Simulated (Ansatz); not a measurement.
## BaMg2V2: relaxing a made-up structure

This structure for BaMg2V2 is made up. Its elements were placed in a known structure type with a cell scaled to their sizes. What cell does the guess relax to, and how far off was it?

Program: Ansatz 0.2.0. Level of theory: DFT, PBEsol, plane-wave PAW, files of the set soft_1, scalar-relativistic, ferromagnetic start, cell and ions relaxed at zero pressure; PAW set soft_1. Results are calculated unless marked as measured.

In doubt: warnings of the run leave room for a lower electronic state, so energies may not be the lowest and differences between runs may mislead.

## 1. Starting point

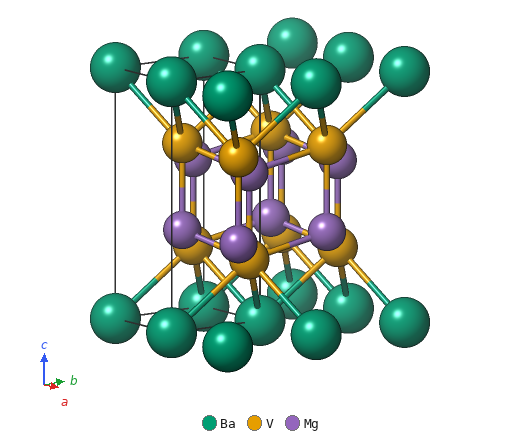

The starting structure, seen slightly off an axis (barium teal, vanadium orange, magnesium purple). 2×2×1 cells are drawn. Bonds to atoms that aren't drawn are left out. Some periodic images of atoms are drawn too.

## 2. Relaxing cell and atoms

The guessed cell has no reason to be at equilibrium. It is relaxed with the atoms, within the space group of the guess.

The input, input.yaml:

```yaml
crystal:
  lattice:
    - [4.456, 0.0, 0.0]
    - [-2.228, 3.859009199, 0.0]
    - [0.0, 0.0, 7.712]
  atoms:
    - { symbol: Ba, position: [0.0, 0.0, 0.0] }
    - { symbol: V, position: [0.333333333, 0.666666667, 0.2794], spin: 2.0 }
    - { symbol: V, position: [0.666666667, 0.333333333, 0.7206], spin: 2.0 }
    - { symbol: Mg, position: [0.333333333, 0.666666667, 0.6256] }
    - { symbol: Mg, position: [0.666666667, 0.333333333, 0.3744] }
magnetization:
  spin_polarized: true
kpoints:
  mp_grid: { grid: [7, 7, 4] }
scf:
  occupations: { method: fermi_dirac, width: 0.05 }
hamiltonian:
  xc: pbesol
  pseudopotentials: { kind: paw, azcp: { folder: soft_1 }, xc_functional: pbe }
relax:
  f_tol: 0.015
  max_steps: 70
  cell: {}
output:
  forces: true
  stress: true
```

Launch:

```sh
$ ansatz run input.yaml --threads 4 --pin off --max-ram 8192MiB --backend cpu --events-out ev --progress --plain --runs-dir out
```

Numbers of over 12 decimals in the logs are rounded to 6 here.

What it wrote:

```text
Engine: ansatz 0.2.0, x86_64-unknown-linux-gnu
Pseudopotentials: kind: paw
Pseudopotential: Ba, paw, valence charge 10, recommended cutoff 420 eV (normal), soft_1/Ba.paw.azcp
Pseudopotential: V, paw, valence charge 13, recommended cutoff 420 eV (normal), soft_1/V.paw.azcp
Pseudopotential: Mg, paw, valence charge 10, recommended cutoff 420 eV (normal), soft_1/Mg.paw.azcp
Functional definition: PBEsol
  exchange = pbesol_x
  correlation = pbesol_c
Crystal: 5 atoms, lattice volume = 132.614 Å³
Basis set: ecut = 420 eV, 2623 PW (Γ), exchange–correlation on 60×60×108 points (8 copies of the dense FFT grid, shifted against one another)
Bands: 36, of which v1, the nominal top of the filled ones, is band 28 counted from 1 (27 counted from 0)
Symmetry: 12 space group operations
Space group: P-3m1 (ITA 164), of the structure as read, at distance tolerance 5.1e-5 Å
Magnetic group: BNS 164.85 (UNI 1315), of the structure as read, at distance tolerance 5.1e-5 Å
k-points: 28 of 196
Non-local potential: Ba, projectors of the file, l = 0: 3, l = 1: 2, l = 2: 2, l = 3: 2
Non-local potential: V, projectors of the file, l = 0: 3, l = 1: 2, l = 2: 3, l = 3: 1
Non-local potential: Mg, projectors of the file, l = 0: 3, l = 1: 2, l = 2: 1
PAW form: soft (Blöchl's): semilocal exchange-correlation on the pseudo side does not see the compensation charge
PAW frozen core: Ba, regenerated for the run's functional, and the local potential with it (the file was generated under x = pbe(κ = 0.804, μ = 0.219515), c = pbe(β = 0.066725))
PAW frozen core: V, regenerated for the run's functional, and the local potential with it (the file was generated under x = pbe(κ = 0.804, μ = 0.219515), c = pbe(β = 0.066725))
PAW frozen core: Mg, regenerated for the run's functional, and the local potential with it (the file was generated under x = pbe(κ = 0.804, μ = 0.219515), c = pbe(β = 0.066725))
PAW one-centre angular grid: Ba, 194 points (default); XC on 64 Gauss nodes
PAW one-centre angular grid: V, 590 points (default); XC on 64 Gauss nodes
PAW one-centre angular grid: Mg, 110 points (default); XC on 64 Gauss nodes
Initial density: superposition of atomic densities (chi_scale 0.1, normalization cell, long waves kept (reshape's long-wave potential 0.04 eV rms))
Starting moments: Σ|m| = 4 μB on 2 of 5 sites
Initial wavefunctions: pseudopotential atomic-orbital guess
Functional: x = pbesol(κ = 0.804, μ = 0.123457), c = pbesol(β = 0.046)
SCF iter   1: F=—  HF=-15451.147572 eV  |F-HF|=—  |Δ(HF+E_count)|=         —  Δρ=1.85e-2 (↑1.85e-2 ↓1.85e-2)  dr2=1.07e1  dr2_m=3.77e-2  M=4.747 μB ∫|m|=4.794 μB  β_m=0.30  ethr=3.10e-3  ⟨swp⟩=7.0  Hψ=9148  notcnv=0
Mixer restart at iter 1: flushing history
preconditioner: auto → Kerker (q_TF=auto, 2.363 Å⁻¹)  [metal: Δε(μ)=0.003 eV  Ē_g=5.845 eV  σ=0.050 eV  W_gap=0.02  n_scr=34 (ndim 8)  ℏωp=15.1 eV  f_vac=0.000  D(μ)=11.94/eV (n_scr^D=134)]
spin=Collinear: Kerker preconditioning applied to the charge; magnetization (m = ρ↑ − ρ↓) channel mixes plain (no charge-response kernel on spin).
SCF iter   2: F=—  HF=-15450.077950 eV  |F-HF|=—  |Δ(HF+E_count)|=    1.07e0  Δρ=1.48e-2 (↑1.48e-2 ↓1.27e-2)  dr2=5.13e0  dr2_m=1.01e-1  M=5.129 μB ∫|m|=5.174 μB  β_m=0.47  ethr=3.10e-3  ⟨swp⟩=2.1  Hψ=3019  notcnv=0  defer=1
SCF iter   3: F=—  HF=-15450.226506 eV  |F-HF|=—  |Δ(HF+E_count)|=   1.49e-1  Δρ=1.61e-2 (↑1.61e-2 ↓8.43e-3)  dr2=9.35e-1  dr2_m=1.52e-1  M=6.014 μB ∫|m|=6.056 μB  β_m=0.36  ethr=3.10e-3  ⟨swp⟩=2.4  Hψ=3007  notcnv=0  defer=1
SCF iter   4: F=—  HF=-15450.567290 eV  |F-HF|=—  |Δ(HF+E_count)|=   3.41e-1  Δρ=1.72e-2 (↑1.72e-2 ↓6.96e-3)  dr2=4.33e-1  dr2_m=1.64e-1  M=6.782 μB ∫|m|=6.824 μB  β_m=0.22  ethr=1.67e-3  ⟨swp⟩=2.1  Hψ=2909  notcnv=0  defer=1
SCF iter   5: F=—  HF=-15450.892546 eV  |F-HF|=—  |Δ(HF+E_count)|=   3.25e-1  Δρ=7.49e-3 (↑7.04e-3 ↓7.49e-3)  dr2=7.63e-2  dr2_m=5.28e-2  M=7.414 μB ∫|m|=7.444 μB  β_m=0.56  ethr=7.72e-4  ⟨swp⟩=2.8  Hψ=3519  notcnv=0  defer=2
SCF iter   6: F=—  HF=-15451.063524 eV  |F-HF|=—  |Δ(HF+E_count)|=         —  Δρ=7.14e-3 (↑7.14e-3 ↓5.50e-3)  dr2=9.04e-3  dr2_m=4.74e-2  M=8.346 μB ∫|m|=8.371 μB  β_m=0.56  ethr=1.36e-4  ⟨swp⟩=3.6  Hψ=4134  notcnv=0  defer=16
Mixer restart at iter 6: flushing history
SCF iter   7: F=—  HF=-15451.054843 eV  |F-HF|=—  |Δ(HF+E_count)|=   8.68e-3  Δρ=2.70e-3 (↑2.70e-3 ↓2.52e-3)  dr2=1.31e-3  dr2_m=8.03e-3  M=8.342 μB ∫|m|=8.366 μB  β_m=0.75  ethr=1.61e-5  ⟨swp⟩=2.0  Hψ=2832  notcnv=0  defer=57
SCF iter   8: F=—  HF=-15451.053370 eV  |F-HF|=—  |Δ(HF+E_count)|=   1.47e-3  Δρ=8.00e-4 (↑8.00e-4 ↓2.43e-4)  dr2=8.16e-4  dr2_m=2.72e-4  M=8.329 μB ∫|m|=8.352 μB  β_m=0.67  ethr=2.34e-6  ⟨swp⟩=2.0  Hψ=3231  notcnv=0  defer=57
SCF iter   9: F=—  HF=-15451.053203 eV  |F-HF|=—  |Δ(HF+E_count)|=   1.68e-4  Δρ=2.99e-4 (↑2.99e-4 ↓1.23e-4)  dr2=1.74e-4  dr2_m=3.42e-5  M=8.335 μB ∫|m|=8.357 μB  β_m=0.84  ethr=1.46e-6  ⟨swp⟩=2.0  Hψ=3053  notcnv=0  defer=57
SCF iter  10: F=—  HF=-15451.053269 eV  |F-HF|=—  |Δ(HF+E_count)|=   6.61e-5  Δρ=1.06e-4 (↑1.06e-4 ↓5.10e-5)  dr2=4.09e-5  dr2_m=3.06e-6  M=8.334 μB ∫|m|=8.357 μB  β_m=0.92  ethr=3.11e-7  ⟨swp⟩=2.0  Hψ=2470  notcnv=0  defer=57
[...]
relax step  13: F+E_penalty+E_count = -15452.92839213 eV  Δ(F+E_penalty+E_count) = -2.475e-2 eV  max|allowed force component| = 5.100e-2 eV/Å  Δτ_max = 0.0061 Å  P = -0.241 GPa  Ω = 123.010 Å³  energy of the carried Pulay correction = +1.084e-3 eV  (8 SCF iters, dr2 threshold 5.00e-7 eV, accepted)
relax step  14: F+E_penalty+E_count = -15452.93079730 eV  Δ(F+E_penalty+E_count) = -2.405e-3 eV  max|allowed force component| = 4.384e-3 eV/Å  Δτ_max = 0.0176 Å  P = -0.135 GPa  Ω = 122.173 Å³  energy of the carried Pulay correction = +1.182e-3 eV  (8 SCF iters, dr2 threshold 3.38e-7 eV, accepted)
relax step  15: F+E_penalty+E_count = -15452.93127878 eV  Δ(F+E_penalty+E_count) = -4.815e-4 eV  max|allowed force component| = 1.077e-2 eV/Å  Δτ_max = 0.0089 Å  P = +0.052 GPa  Ω = 121.195 Å³  energy of the carried Pulay correction = +1.298e-3 eV  (8 SCF iters, dr2 threshold 7.11e-8 eV, accepted)
relax step  16: F+E_penalty+E_count = -15452.93131301 eV  Δ(F+E_penalty+E_count) = -3.423e-5 eV  max|allowed force component| = 6.367e-4 eV/Å  Δτ_max = 0.0025 Å  P = +0.002 GPa  Ω = 121.393 Å³  energy of the carried Pulay correction = +1.274e-3 eV  (7 SCF iters, dr2 threshold 1.37e-8 eV, accepted)
relax step  17: F+E_penalty+E_count = -15452.94534884 eV  Δ(F+E_penalty+E_count) = -1.404e-2 eV  max|allowed force component| = 1.646e-3 eV/Å  Δτ_max = 0.0000 Å  P = +0.202 GPa  Ω = 121.393 Å³  stress off target by 3.05e-1 GPa  SCF on the basis re-selected at this cell (its energy is not comparable with the rows above)  (11 SCF iters)
relax step  18: F+E_penalty+E_count = -15452.94640248 eV  Δ(F+E_penalty+E_count) = -1.054e-3 eV  max|allowed force component| = 4.841e-3 eV/Å  Δτ_max = 0.0051 Å  P = +0.044 GPa  Ω = 122.450 Å³  energy of the carried Pulay correction = -2.131e-4 eV  (8 SCF iters, dr2 threshold 2.33e-7 eV, accepted)
relax step  19: F+E_penalty+E_count = -15452.94640462 eV  Δ(F+E_penalty+E_count) = -2.140e-6 eV  max|allowed force component| = 3.762e-4 eV/Å  Δτ_max = 0.0048 Å  P = +0.001 GPa  Ω = 122.762 Å³  energy of the carried Pulay correction = -2.746e-4 eV  (8 SCF iters, dr2 threshold 6.88e-9 eV, accepted)
relax step  20: F+E_penalty+E_count = -15452.94668421 eV  Δ(F+E_penalty+E_count) = -2.796e-4 eV  max|allowed force component| = 4.806e-4 eV/Å  Δτ_max = 0.0000 Å  P = -0.000 GPa  Ω = 122.762 Å³  stress off target by 5.44e-4 GPa  SCF on the basis re-selected at this cell (its energy is not comparable with the rows above)  (8 SCF iters)
basis re-selected at this cell: Δ(F+E_penalty+E_count) = -2.796e-4 eV, ΔP = -0.001 GPa vs the last step (what re-selecting the basis moved, of the pressure what is left beyond the Pulay correction that the steps carried, after the strain that the cell walked since its last selection, with what the two solves' SCF thresholds leave and, on support functions, any second-order correction that the steps lacked; it is no m [...]
WARN: an SCF from antiferromagnetic starting moments (0.00, -2.35, 2.35, 0.00, 0.00 Bohr magnetons, atom by atom) was not made, by what the run has read of turns of its moments that order reads lower: the deck asks for what bars it, or types moments that do (magnetization.spin_polarized, in the input reference, names some of the keys), or the run goes by scf.lower_state_search: light, the default, which as a rule tries one only behind a close that has lost an order of both signs, or on which an open d or half-filled 4f shell of a PAW file has lost a moment that was set nearer to Hund's than to what is left; [rest of the remark cut]
SCF converged after 8 iterations
Magnetization: 5.8211 μB (30.9106 up, 25.0894 down)
Absolute magnetization: 6.0108 μB (∫|ρ↑−ρ↓|, with the PAW one-centre terms)
Spin contamination: 0.1458 ħ² per cell (⟨S²⟩ above its minimum at these occupations)
Per-site moments (μB) at R_I (Å): [(0.115017, 1.216754), (2.283637, 1.149420), (2.283637, 1.149420), (0.018220, 1.149420), (0.018220, 1.149420)]
Free energy (F): -15452.946684 eV
Harris-Foulkes:  -15452.946684 eV  (|F-HF|=0.00e0)
Internal energy: -15452.891274 eV  (E = F + TS)
E sigma→0 (E₀):  -15452.918979 eV
Entropy (-TS):   -0.055410 eV (-11.082 meV/atom)
Fermi energy:    8.397913 eV
--- Per-component energies (eV) ---
  E_band       = -1193.381397
  E_kinetic    = 890.048907
  E_local      = -6958.876439  (includes V_loc(G=0)·N_el)
  E_nonlocal   = 662.908504
  E_hartree    = 2626.085442
  E_xc         = -472.853442
  E_vxc        = -480.639272  (∫ρ·V_xc dr)
  E_paw        = -7893.848577  (= ΣΔE_a)
  E_vpaw       = -558.995750  (= ΣTr[D̂ρ^β])
  E_aug_tail   = 0.001732  (compensation charges beyond the density's cutoff)
  E_ewald      = -4306.925923
  E_core_change = 0.568521  (= ΣΔE_core)
  E_smearing   = -0.055410  (= −TS)
  E_closure    = 0.000000  (closes the sum)
  Σ components = -15452.946684   (vs F -15452.946684, Δ=0.00e0)
--- Forces (eV/Å), atoms counted from 1 ---
  atom   1  Ba     0.00000000     0.00000000     0.00000000
  atom   2  V      0.00000000     0.00000000    -0.00048058
  atom   3  V     -0.00000000    -0.00000000     0.00048058
  atom   4  Mg     0.00000000     0.00000000    -0.00034317
  atom   5  Mg    -0.00000000    -0.00000000     0.00034317
  max |Σ_I F_I| component: 1.85e-17 eV/Å
--- Stress (GPa, compression-positive) ---
       -0.000431       0.000000       0.000000
        0.000000      -0.000431       0.000000
        0.000000       0.000000       0.000544
  P = ⅓ Tr σ = -0.0001 GPa (-0.001 kbar)
--- Relaxed structure (18 steps of the walk, 18 accepted, 2 SCFs on fresh bases) ---
  F+E_penalty+E_count = -15452.94668421 eV   max|allowed force component| = 4.806e-4 eV/Å   (the final SCF, on the basis selected at the relaxed cell)
  cell:  # Å, volume = 122.7625 Å³
    - [5.012636, 0, -2.3671424542764954e-17]
    - [-2.506318, 4.341070, 1.183571227138244e-17]
    - [-4.09681387073687e-17, 0, 5.641605]
  atoms:
    - { symbol: Ba, position: [0, 0, 4.597174668085582e-19] }
    - { symbol: V, position: [0.333333, 0.666667, 0.101091] }
    - { symbol: V, position: [0.666667, 0.333333, 0.898909] }
    - { symbol: Mg, position: [0.333333, 0.666667, 0.607176] }
    - { symbol: Mg, position: [0.666667, 0.333333, 0.392824] }
```

The job ended after 55 s (4 threads of Intel Xeon Platinum 8488C (Sapphire Rapids), shared host; peak memory 0.72 GiB; 3.4 min of CPU time).

Step by step:

| step | energy less that of the first step (eV) | largest force component (eV/Å) | pressure (GPa) | volume (Å³) |
| --- | --- | --- | --- | --- |
| 1 | 0.0000 | 0.8567 | 4.89 | 132.61 |
| 2 | -0.3670 | 0.2440 | 0.71 | 146.27 |
| 3 | -0.4098 | 0.1271 | -0.16 | 148.77 |
| 4 | -0.4278 | 0.0138 | -0.29 | 146.51 |
| 5 | -0.4390 | 0.0405 | -0.03 | 144.32 |
| 6 | -0.4630 | 0.0542 | 0.03 | 142.49 |
| 7 | -0.5907 | 0.2356 | -0.05 | 139.68 |
| 8 | -0.8356 | 0.4182 | 0.02 | 135.10 |
| 9 | -1.1826 | 0.5995 | -0.29 | 130.54 |
| 10 | -1.5684 | 0.6435 | -0.17 | 125.97 |
| 11 | -1.7863 | 0.3599 | 1.00 | 120.71 |
| 12 | -1.8504 | 0.0095 | -1.06 | 126.74 |
| 13 | -1.8751 | 0.0510 | -0.24 | 123.01 |
| 14 | -1.8775 | 0.0044 | -0.14 | 122.17 |
| 15 | -1.8780 | 0.0108 | 0.05 | 121.19 |
| 16 | -1.8780 | 0.0006 | 0.00 | 121.39 |
| 17* | -1.8921 | 0.0016 | 0.20 | 121.39 |
| 18 | -1.8931 | 0.0048 | 0.04 | 122.45 |
| 19 | -1.8931 | 0.0004 | 0.00 | 122.76 |
| 20* | -1.8934 | 0.0005 | 0.00 | 122.76 |

Relaxation steps marked * repeat the geometry before them on a plane-wave basis chosen anew for their cell, so energy and pressure can jump there.

Forces are held to the 12 operations that the run works with; a distortion that breaks them can't arise in this run.

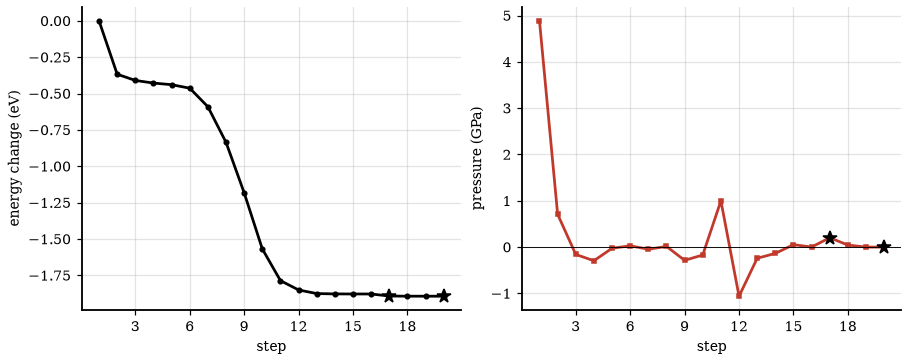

Energy and pressure along the relaxation. Stars mark steps on a basis chosen anew.

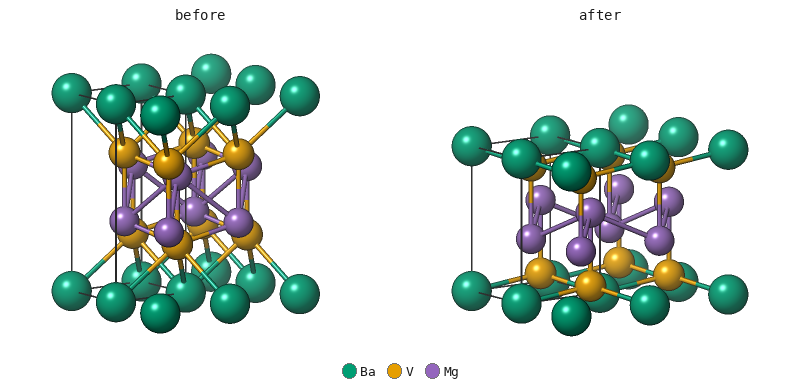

The structure before and after the relaxation, drawn at the same scale. Bonds to atoms that aren't drawn are left out.

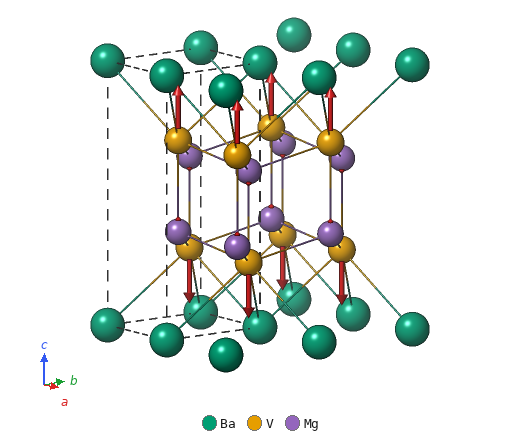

Displacements in the relaxation, exaggerated, measured against the changing cell; the longest in the cell stands for 1.01 Å. Bonds to atoms that aren't drawn are left out. 2×2×1 cells are drawn. Some periodic images of atoms are drawn too.

| cell as run | before | after | change |
| --- | --- | --- | --- |
| a (Å) | 4.456 | 5.013 | +12.5 % |
| b (Å) | 4.456 | 5.013 | +12.5 % |
| c (Å) | 7.712 | 5.642 | -26.8 % |
| volume (Å³/atom) | 26.52 | 24.55 | -7.4 % |

The atoms that moved most (Å, as changes of fractional coordinates times the final cell):

| atom | dx | dy | dz | length |
| --- | --- | --- | --- | --- |
| V3 | 0.000 | 0.000 | 1.006 | 1.006 |
| V2 | 0.000 | 0.000 | -1.006 | 1.006 |
| Mg5 | 0.000 | 0.000 | 0.104 | 0.104 |
| Mg4 | 0.000 | 0.000 | -0.104 | 0.104 |

Final coordinates:

```xyz
5
Lattice="5.0126 0.0000 0.0000 -2.5063 4.3411 0.0000 0.0000 0.0000 5.6416" Properties=species:S:1:pos:R:3 pbc="T T T"
Ba    0.0000    0.0000    0.0000
V     0.0000    2.8940    0.5703
V     2.5063    1.4470    5.0713
Mg    0.0000    2.8940    3.4254
Mg    2.5063    1.4470    2.2162
```

This step gave:

- free energy: -15452.9467 eV
- energy at zero smearing: -15452.9190 eV
- smearing term TS: 0.05541 eV
- Fermi energy: 8.398 eV
- magnetization: 5.821 μB
- absolute magnetization: 6.011 μB
- site moments: 0.1150, 2.284, 2.284, 0.01822, 0.01822 μB
- electrons: 56
- symmetry operations: 12
- pressure: -1.06e-4 GPa

Site moment by atom:

| atom | site moment (μB) |
| --- | --- |
| Ba1 | 0.12 |
| V2 | 2.28 |
| V3 | 2.28 |
| Mg4 | 0.02 |
| Mg5 | 0.02 |

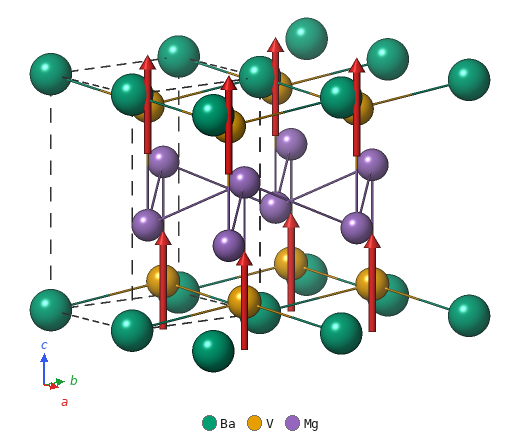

Site moment as arrows, the longest 2.28 μB. Up and down stand for the sign. Arrows give size and sign along the axis of quantisation, drawn up and down the page. Bonds to atoms that aren't drawn are left out. 2×2×1 cells are drawn. Some periodic images of atoms are drawn too.

The shortest distance of each pair, which need not be the same contact before and after:

| pair | guess (Å) | relaxed (Å) |
| --- | --- | --- |
| Mg–V | 2.670 | 2.786 |
| Ba–V | 3.356 | 2.950 |
| V–V | 4.266 | 3.111 |
| Mg–Mg | 3.220 | 3.137 |
| Ba–Mg | 3.867 | 3.645 |

The relaxation ends with a largest force component of 4.8e-4 eV/Å and a pressure of 0.00 GPa.

## 3. Summary of results

| Property | Result |
| --- | --- |
| space group, relaxed | P-3m1 |
| conventional cell | a = 5.013, b = 5.013, c = 5.642 Å; α = 90.0°, β = 90.0°, γ = 120.0° |
| volume per atom | 24.55 Å³ (guess 26.52) |
| total moment | 5.82 μB in the cell of 5 atoms |

In words: BaMg2V2 relaxes to P-3m1 with a = 5.013, b = 5.013 and c = 5.642 Å. The guessed volume was 8 % too large. The space group P-3m1 was held in the relaxation, so the end point is a stationary structure within it and may be a saddle against distortions or other arrangements. The input starts from parallel moments, and no other start was typed. The electronic state may lie above the lowest one. Mesh and cutoff weren't tested. A vector of the cell changed its length by 27 %, so the starting arrangement is largely lost and the mesh was laid for another shape. Spin-orbit coupling is left out, which can matter for elements this heavy. No dispersion term is used, so weakly bound directions may come out too long. The program estimates, without running it, that another magnetic order lies lower than the one relaxed here. Nothing here tests whether the compound is stable against decomposition.

[Logs are printed without paths, hosts, clocks, repeated set-up lines and the standing remarks that a program may print on its own settings, such as how far it seeks lower states.]

[Hosts, paths, dates, database ids (printed as entryN), source tags and the programs' standing remarks are cut or masked in the printed files.]
